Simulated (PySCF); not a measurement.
Molecule: Al(H)3, H₃Al, SMILES [AlH3]. Atoms near the plane z = 0.8 Å, at the CAM-B3LYP/def2-SVP optimised geometry (x, y, z in Å): Al1 (-0.4, 0.0, 0.0), H2 (-1.2, -1.4, 0.0), H3 (1.2, 0.0, 0.0), H4 (-1.2, 1.4, 0.0).

Level of theory: PySCF 2.14.0 with CAM-B3LYP/def2-TZVP. The values are rescaled to run from 0 to 1.

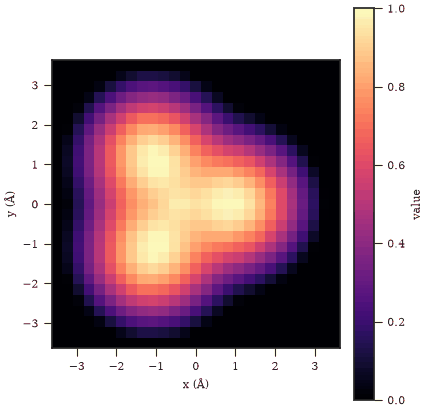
Figure: a field on the plane z = 0.8 Å.

Task: Which quantity is mapped?
(A) log10 of the electron density
(B) deformation density (molecule minus spherical neutral atoms)
(C) electrostatic potential
(D) an orbital amplitude

Result: A, log10 of the electron density. In full: log10 of the electron density (e/bohr³), floored at −4.
